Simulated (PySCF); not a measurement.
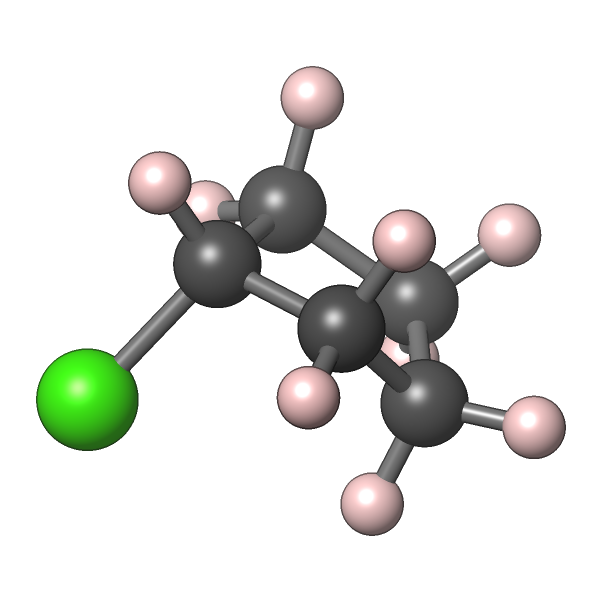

Every bond is drawn as one stick, whatever its order. Colours: chlorine green, carbon dark grey, hydrogen pink.

The computed structure is the end point of a PBE0-D3(BJ)/def2-SVP optimisation. No frequency run is at hand to confirm it as a minimum.

**Count the atoms of each element.**

C₅H₉Cl, 15 atoms: 5 carbon, 9 hydrogen and 1 chlorine.

**Give a SMILES string for it.**

ClC1CCCC1

**Name functional groups in it.**

Among them: C–Cl bond.

**Does it have rings?**

Independent rings (smallest set): 1 of 5 members.

**How many bonds of each kind are drawn?**

9 C–H, 5 C–C, 1 C–Cl.

The parts below concern this one geometry. Atoms keep their numbers from picture to picture.

### Shape

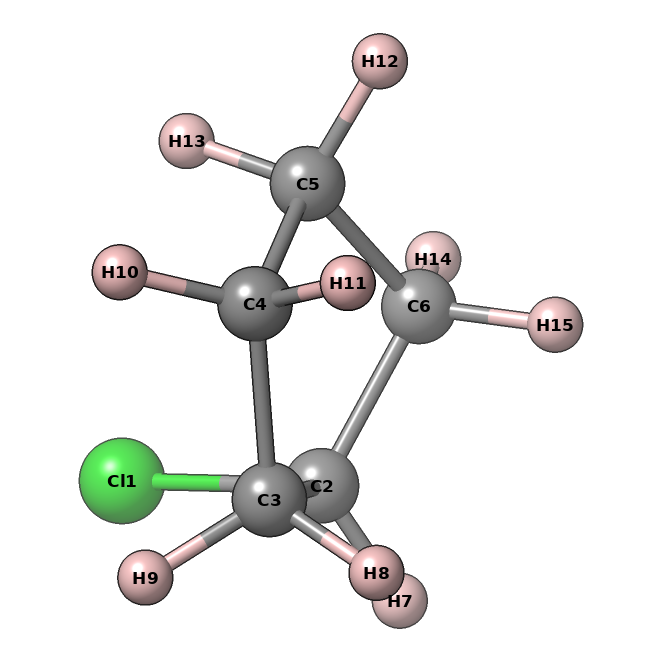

C2 lies behind C3. The molecule seen a little off the C3–C2 bond, C3 in front. Depth is shown by fading: the farther an atom, the more it takes the colour of the background. No frequency run is at hand to confirm it as a minimum.

**What is the torsion angle C4–C3–C2–Cl1? The sign is positive where the front bond must turn clockwise to cover the back bond.**

−91°, about perpendicular.

### Quadrupole coupling

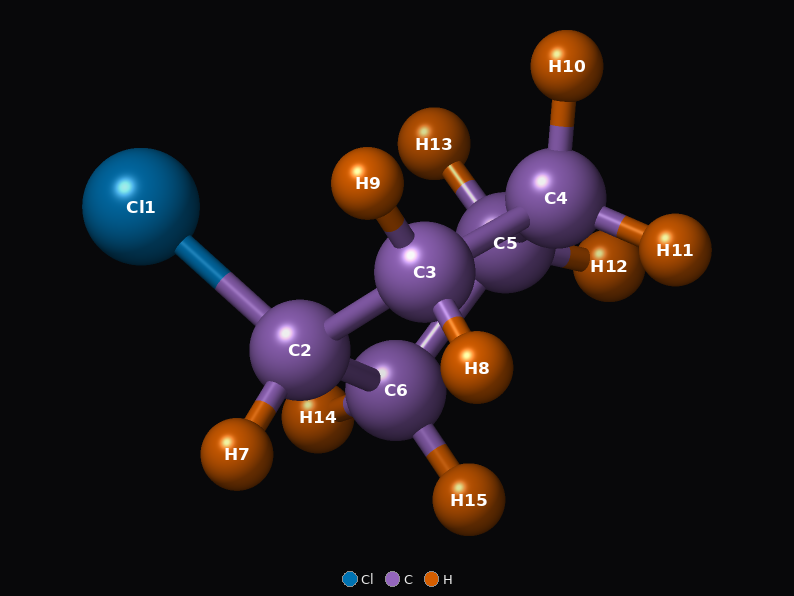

No frequency run is at hand to confirm it as a minimum. Electric field gradients from the ground-state density, PBE0/pcSseg-1 in chloroform (IEF-PCM) (PySCF 2.14.0), non-relativistic apart from any core potentials.

Give the largest field-gradient component, the quadrupole coupling constant and the asymmetry for 35Cl at Cl1 (Q = −81.7 mb), 2H at H7 (Q = 2.86 mb), 2H at H8 (Q = 2.86 mb), 2H at H9 (Q = 2.86 mb), 2H at H10 (Q = 2.86 mb).

| atom | V_zz (a.u.) | e²qQ/h (MHz) | η |
| --- | --- | --- | --- |
| Cl1 | 3.611 | −69.3 | 0.01 |
| H7 | 0.286 | 0.192 | 0.06 |
| H8 | 0.285 | 0.192 | 0.02 |
| H9 | 0.292 | 0.196 | 0.02 |
| H10 | 0.293 | 0.197 | 0.02 |

### Bond orders

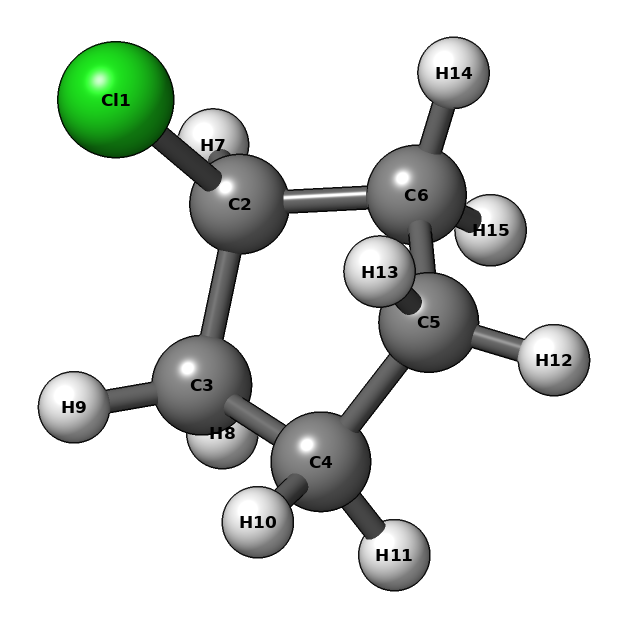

Every bond is drawn as one stick. No frequency run is at hand to confirm it as a minimum. Level of theory: PBE0/pcSseg-1 in chloroform (IEF-PCM) (PySCF 2.14.0).

List the Mayer bond orders of Cl1–C2, C2–C3, C2–C6, C3–C4, C4–C5, C5–C6 (bonds between heavy atoms, one of each equivalent set).

```json
{"bond": "Cl1–C2", "Mayer order": "0.95", "length (Å)": "1.811"}
{"bond": "C2–C3", "Mayer order": "0.98", "length (Å)": "1.529"}
{"bond": "C2–C6", "Mayer order": "0.99", "length (Å)": "1.521"}
{"bond": "C3–C4", "Mayer order": "1.02", "length (Å)": "1.547"}
{"bond": "C4–C5", "Mayer order": "1.03", "length (Å)": "1.539"}
{"bond": "C5–C6", "Mayer order": "1.01", "length (Å)": "1.526"}
```

### Levels of theory compared

No frequency run is at hand to confirm it as a minimum. Program: PySCF 2.14.0.

Compare dipole (D) at these levels: B3LYP/def2-SVPD; B3LYP/def2-SVPD in chloroform (IEF-PCM); BHandHLYP/aug-pcX-1 (pcseg-1 on H) (def2-SVPD on Cl); PBE0/pcSseg-1 in chloroform (IEF-PCM); WP04/pcSseg-1 in chloroform (IEF-PCM); ωB97X-D/pcSseg-1 in chloroform (IEF-PCM).

| level | dipole (D) |
| --- | --- |
| B3LYP/def2-SVPD | 2.25 |
| B3LYP/def2-SVPD in chloroform (IEF-PCM) | 2.85 |
| BHandHLYP/aug-pcX-1 (pcseg-1 on H) (def2-SVPD on Cl) | 2.34 |
| PBE0/pcSseg-1 in chloroform (IEF-PCM) | 2.79 |
| WP04/pcSseg-1 in chloroform (IEF-PCM) | 2.79 |
| ωB97X-D/pcSseg-1 in chloroform (IEF-PCM) | 2.86 |
